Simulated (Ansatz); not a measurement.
# quartet C2H6B at 6 levels

Wanted: a comparison of 6 runs (UHF/6-311+G**, UB3LYP/6-31G*, U-r2SCAN/6-311+G**, U-wB97X/6-311+G**, UPBE/6-311+G**, UCCSD/6-311+G**) of quartet C2H6B. 

The calculation is run with Ansatz 0.2.0.

45 further runs of the same task are left out: 45 set aside as unsound or not needed.

## (1) The system as given

C2H6B: 9 atoms, total charge 0, spin state quartet. As SMILES of the parent species, `[CH2]BC`. Geometry: relaxed at PBE0-D4/def2-TZVP. This is one conformer, not always the lowest. That shape belongs to the parent species and isn't relaxed for this state.

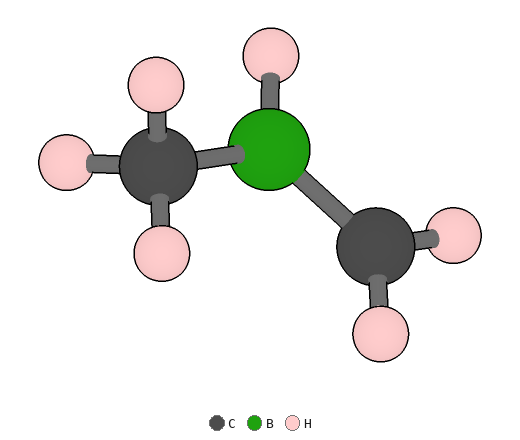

Viewed from a chosen angle; carbon dark grey, boron green, hydrogen pink.

## (2) A single-point energy at UHF/6-311+G(d,p) (run 1)

job.yaml reads:

```yaml
crystal:
  periodic: [false, false, false]
  atoms:
    - {symbol: C, position_ang: [-0.840100, 0.743300, -1.023500]}
    - {symbol: B, position_ang: [0.191800, 0.540800, 0.089100]}
    - {symbol: C, position_ang: [0.525000, -0.860100, 0.691800]}
    - {symbol: H, position_ang: [-1.406600, -0.078400, -1.457800]}
    - {symbol: H, position_ang: [-1.074500, 1.714900, -1.450600]}
    - {symbol: H, position_ang: [0.769100, 1.506600, 0.513000]}
    - {symbol: H, position_ang: [-0.036500, -1.695300, 0.267500]}
    - {symbol: H, position_ang: [1.596100, -1.069200, 0.576400]}
    - {symbol: H, position_ang: [0.364200, -0.849200, 1.777100]}
basis:
  gaussian:
    orbitals: 6-311+G_st__st_.json
magnetization:
  spin_polarized: true
  initial_magnetization: 3
hamiltonian:
  xc: hf
accuracy: high
output: {orbitals: {seedname: orbitals}}
```

The basis set 6-311+G** is read from a file made from the Basis Set Exchange's data (not shown).

Command:

```bash
ansatz run job.yaml --threads 1 --pin off --max-ram 3480MiB --events-out events.jsonl --progress --plain --runs-dir runs
```

Log:

```text
Warning: RAYON_NUM_THREADS=1 ignored (pool sized by the plan → 1); use --threads N
Functional definition: HF
  name "HF"
  exchange = exact_x
  correlation = 0
2069 factors; integrals over basis functions are off by at most 3.6e-9 eV
mean field evaluation 1: about -2816.9527 eV, gradient 2.2e1 eV
mean field evaluation 2: about -2816.9554 eV, gradient 2.2e1 eV
mean field evaluation 4: about -2820.2358 eV, gradient 3.1e0 eV
mean field evaluation 8: about -2820.4634 eV, gradient 2.1e-1 eV
mean field evaluation 16: about -2820.4663 eV, gradient 2.5e-8 eV
mean field evaluation 32: about -2820.3338 eV, gradient 2.6e-1 eV
mean field evaluation 64: about -2818.6946 eV, gradient 2.8e0 eV
mean field -2820.46631729 eV, -103.6502253795 hartree, gradient 2.5e-8 eV, S^2 3.767127; 1 other end points of the search recorded, 0 dependent functions left out
reference -2820.46631729 eV, -103.6502253795 hartree; 13, 10 occupied and 89, 92 virtual orbitals, 2069 factors
Total energy: -2820.46631729 eV, -103.6502253795 hartree
```

Wall time 5.1 s (1 thread of Arm Neoverse V2, shared host); peak memory 0.27 GiB.

## (3) A single-point energy at UB3LYP/6-31G(d) (spherical functions) (run 2)

input.yaml reads:

```yaml
crystal:
  periodic: [false, false, false]
  atoms:
    - symbol: C
      position_ang: [-0.840100, 0.743300, -1.023500]
    - symbol: B
      position_ang: [0.191800, 0.540800, 0.089100]
    - symbol: C
      position_ang: [0.525000, -0.860100, 0.691800]
    - symbol: H
      position_ang: [-1.406600, -0.078400, -1.457800]
    - symbol: H
      position_ang: [-1.074500, 1.714900, -1.450600]
    - symbol: H
      position_ang: [0.769100, 1.506600, 0.513000]
    - symbol: H
      position_ang: [-0.036500, -1.695300, 0.267500]
    - symbol: H
      position_ang: [1.596100, -1.069200, 0.576400]
    - symbol: H
      position_ang: [0.364200, -0.849200, 1.777100]
basis:
  gaussian:
    orbitals: 6-31G_st_-spherical.json
magnetization:
  spin_polarized: true
  initial_magnetization: 3
hamiltonian:
  xc: {name: B3LYP}
accuracy: high
output:
  orbitals: {seedname: orbitals}
```

The basis set 6-31G* is read from a file made from the Basis Set Exchange's data (not shown).

Command:

```bash
ansatz run input.yaml --threads 1 --pin off --max-ram 3480MiB --events-out events.jsonl --progress --plain --runs-dir runs
```

Log:

```text
Warning: RAYON_NUM_THREADS=1 ignored (pool sized by the plan → 1); use --threads N
Functional definition: B3LYP
  name "B3LYP"
  parameter a0 = 0.2
  parameter ax = 0.72
  parameter ac = 0.81
  exchange = (1 - a0 - ax)*slater_x + ax*b88_x + a0*exact_x
  correlation = (1 - ac)*vwn_rpa_c + ac*lyp_c
1338 factors; integrals over basis functions are off by at most 3.3e-9 eV
mean field evaluation 1: about -2834.2751 eV, gradient 3.2e1 eV
mean field evaluation 2: about -2829.6057 eV, gradient 4.2e1 eV
mean field evaluation 4: about -2839.6888 eV, gradient 2.9e0 eV
mean field evaluation 8: about -2839.9046 eV, gradient 2.5e-1 eV
mean field evaluation 16: about -2839.9057 eV, gradient 4.8e-3 eV
mean field evaluation 32: about -2839.9057 eV, gradient 2.9e-8 eV
mean field -2839.90565864 eV, -104.3646079979 hartree, gradient 2.9e-8 eV, S^2 3.755434; 3 other end points of the search recorded, 0 dependent functions left out
reference -2839.90569193 eV, -104.3646092211 hartree; 13, 10 occupied and 41, 44 virtual orbitals, 1338 factors
Total energy: -2839.90569193 eV, -104.3646092211 hartree
```

It took 9.3 s on 1 thread of Arm Neoverse V2, shared host; peak memory 0.2 GiB.

## (4) A single-point energy at U-r2SCAN/6-311+G(d,p) (run 3)

in.yaml reads:

```yaml
crystal:
  periodic: [false, false, false]
  atoms:
    - symbol: C
      position_ang: [-0.840100, 0.743300, -1.023500]
    - symbol: B
      position_ang: [0.191800, 0.540800, 0.089100]
    - symbol: C
      position_ang: [0.525000, -0.860100, 0.691800]
    - symbol: H
      position_ang: [-1.406600, -0.078400, -1.457800]
    - symbol: H
      position_ang: [-1.074500, 1.714900, -1.450600]
    - symbol: H
      position_ang: [0.769100, 1.506600, 0.513000]
    - symbol: H
      position_ang: [-0.036500, -1.695300, 0.267500]
    - symbol: H
      position_ang: [1.596100, -1.069200, 0.576400]
    - symbol: H
      position_ang: [0.364200, -0.849200, 1.777100]
basis:
  gaussian: {orbitals: 6-311+G_st__st_.json}
total_charge: 0
magnetization: {spin_polarized: true, initial_magnetization: 3}
hamiltonian: {xc: r2scan}
accuracy: high
output: {orbitals: {seedname: orbitals}}
```

The basis set 6-311+G** is read from a file made from the Basis Set Exchange's data (not shown).

Command:

```bash
ansatz run in.yaml --threads 1 --pin off --max-ram 3480MiB --events-out events.jsonl --progress --plain --runs-dir runs
```

Log:

```text
Warning: RAYON_NUM_THREADS=1 ignored (pool sized by the plan → 1); use --threads N
Functional definition: r2SCAN
  name "r2SCAN"
  parameter k0 = 0.174
  parameter k1 = 0.065
  parameter a1 = 4.9479
  exchange = r2scan_x(k0 = k0, k1 = k1, a1 = a1)
  correlation = r2scan_c
2069 factors; integrals over basis functions are off by at most 3.6e-9 eV
mean field evaluation 1: about -2828.1707 eV, gradient 4.6e1 eV
mean field evaluation 2: about -2809.3363 eV, gradient 6.7e1 eV
mean field evaluation 4: about -2838.7906 eV, gradient 7.4e0 eV
mean field evaluation 8: about -2839.1506 eV, gradient 3.8e-1 eV
mean field evaluation 16: about -2839.1517 eV, gradient 1.3e-3 eV
mean field evaluation 32: about -2838.6314 eV, gradient 6.5e0 eV
mean field -2839.15170500 eV, -104.3369007127 hartree, gradient 3.9e-8 eV, S^2 3.760418; 5 other end points of the search recorded, 0 dependent functions left out
reference -2839.15171812 eV, -104.3369011947 hartree; 13, 10 occupied and 89, 92 virtual orbitals, 2069 factors
Total energy: -2839.15171812 eV, -104.3369011947 hartree
```

Wall time 21 s (1 thread of Arm Neoverse V2, shared host); peak memory 0.46 GiB.

Runs 4 to 5 aren't shown in full; the table further down has their settings and results.

## (5) The energy at UCCSD/6-311+G(d,p) (run 6)

molecule.yaml reads:

```yaml
basis:
  gaussian: {orbitals: 6-311+G_st__st_.json}
crystal:
  periodic: [false, false, false]
  atoms:
    - {symbol: C, position_ang: [-0.840100, 0.743300, -1.023500]}
    - {symbol: B, position_ang: [0.191800, 0.540800, 0.089100]}
    - {symbol: C, position_ang: [0.525000, -0.860100, 0.691800]}
    - {symbol: H, position_ang: [-1.406600, -0.078400, -1.457800]}
    - {symbol: H, position_ang: [-1.074500, 1.714900, -1.450600]}
    - {symbol: H, position_ang: [0.769100, 1.506600, 0.513000]}
    - {symbol: H, position_ang: [-0.036500, -1.695300, 0.267500]}
    - {symbol: H, position_ang: [1.596100, -1.069200, 0.576400]}
    - {symbol: H, position_ang: [0.364200, -0.849200, 1.777100]}
magnetization: {spin_polarized: true, initial_magnetization: 3}
correlation: {method: ccsd, frozen_orbitals: {B: 1, C: 1, H: 0}}
accuracy: high
scf: {omitted_lower_state_checks: [cluster_reference, increment]}
```

The basis set 6-311+G** is read from a file made from the Basis Set Exchange's data (not shown).

Command:

```bash
ansatz run molecule.yaml --threads 1 --pin off --max-ram 3480MiB --events-out events.jsonl --progress --plain --runs-dir runs
```

Log (excerpt; [...] marks lines left out):

```text
Warning: RAYON_NUM_THREADS=1 ignored (pool sized by the plan → 1); use --threads N
[... 2 set-up lines as earlier in the session ...]
[...]
2069 factors; integrals over basis functions are off by at most 3.6e-9 eV
[...]
mean field -2820.46631729 eV, -103.6502253795 hartree, gradient 2.5e-8 eV, S^2 3.767127; 5 other end points of the search recorded, 0 dependent functions left out
3 core orbitals not correlated: weight in the atoms' cores, before any rotation towards them, 1.000 or more for the frozen orbitals, at most 0.000 for the correlated occupied ones
reference -2820.46631729 eV, -103.6502253795 hartree; 10, 7 occupied and 89, 92 virtual orbitals, 2069 factors
second order -9.76862661 eV of doubles, -0.00000000 eV of singles
cycle   1  -10.61295300 eV  change   -8.4e-1 eV  update   7.9e-2
[...]
cycle  39  -11.06673107 eV  change   8.9e-10 eV  update  5.8e-10
Total energy: -2831.53304836 eV, -104.0569202452 hartree
Checks for a lower state left out: cluster_reference, increment
```

Wall time 73 s (1 thread of Arm Neoverse V2, shared host); peak memory 1.6 GiB.

## (6) All runs side by side

| run | level | frozen core orbitals | energy (Eh) | HOMO energy (eV) | ⟨S²⟩ | wall time |
| --- | --- | --- | --- | --- | --- | --- |
| 1 | UHF/6-311+G** | – | -103.650225 | -5.12 | 3.767 | 5.1 s |
| 2 | UB3LYP/6-31G* (spherical functions) | – | -104.364609 | -1.55 | 3.755 | 9.3 s |
| 3 | U-r2SCAN/6-311+G** | – | -104.336901 | -1.69 | 3.760 | 21 s |
| 4 | U-wB97X/6-311+G** | – | -104.355200 | -4.45 | 3.758 | 68 s |
| 5 | UPBE/6-311+G** | – | -104.242127 | -1.47 | 3.755 | 12 s |
| 6 | UCCSD/6-311+G** | 3 | -104.056920 | – | 3.767 | 73 s |

## (7) Results

| quantity | value |
| --- | --- |
| run 6: total energy | -104.05692 Eh |
| run 6: correlation energy (3 core orbitals frozen) | -406.7 mEh |
| run 6: ⟨S²⟩ of the reference determinant | 3.767 |
| run 6: T1 diagnostic | 0.035 |

What this shows: Totals of different functionals can't be ranked against each other. All runs together took 3.1 min, the longest 73 s.
